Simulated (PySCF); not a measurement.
**CuH$_{4}$O$_{4}$ (charge −2, doublet): density, localisation and related maps**

```xyz
9

Cu    0.0064    0.0027   -0.0079
O     1.9794    0.4334   -0.1904
H     2.2201   -0.5150   -0.1994
O    -0.4195    1.9877    0.0147
H     0.5246    2.2242   -0.0872
O    -1.9666   -0.4281    0.1782
H    -2.2074    0.5204    0.1735
O     0.4320   -1.9830   -0.0349
H    -0.5140   -2.2172    0.0539
```

Geometry: BP86-D3(BJ)/ma-def2-SVP.

These are results of DFT single point, gas phase, functional wB97X in PySCF, not measurements.

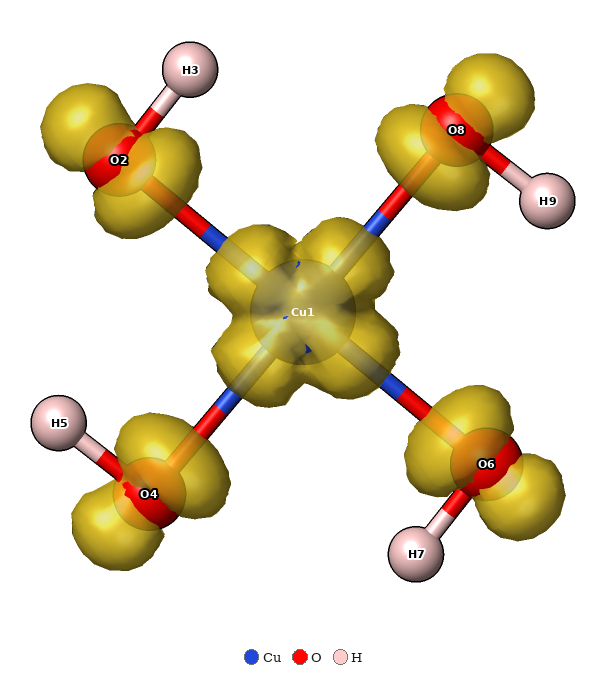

Figure 1. Isosurface of the spin density at +0.03 e/Å³ (yellow), seen across its widest extent.

Question: Which atoms carry the spin?

Answer: The unpaired spin (1 electron) lies mostly on Cu1 (about 0.7), O2 (about 0.1), O4 (about 0.1), O6 (about 0.1) and O8 (about 0.1), in electrons by Hirshfeld's partition.

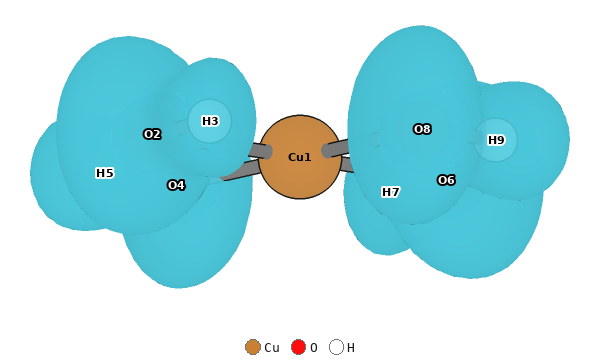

Figure 2. Isosurface of the ELF at 0.75 (cyan), seen from one side. Core shells and regions of very low density are left out.

Question: Where are the electrons localised?

Answer: The surface consists of four joined regions spread over several atoms (H, O), in which their bonds and any lone pairs are merged. Profiles from the grid: Cu–O (2.03 Å): the ELF is about 0.15 at the midpoint. O–H (0.98 Å): the ELF climbs to about 1 towards the hydrogen, as it does in any bond to H; an ordinary covalent bond to hydrogen.

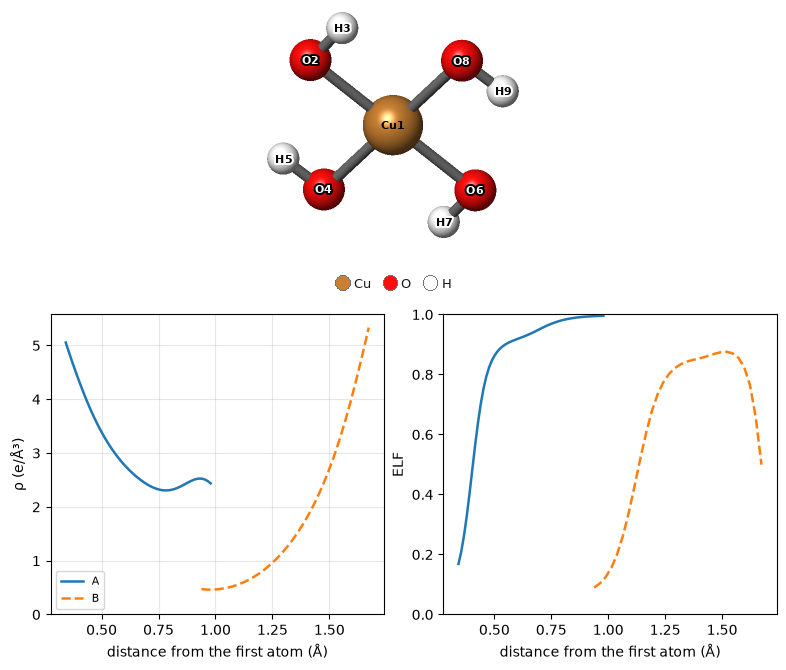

Figure 3. Total electron density and ELF along straight lines between neighbouring atoms. The curves leave out the atomic cores. The structure is drawn too.

Question: Which curve belongs to which contact (Cu–O and O–H)? The first atom named is at distance zero.

Answer: Curve A: O–H (0.98 Å): the density is about 3.5 e/Å³ at the midpoint; the ELF climbs to about 1 towards the hydrogen; an ordinary covalent bond to hydrogen. Curve B: Cu–O (2.03 Å): the density is about 0.47 e/Å³ at the midpoint; the ELF is about 0.15 at the midpoint.
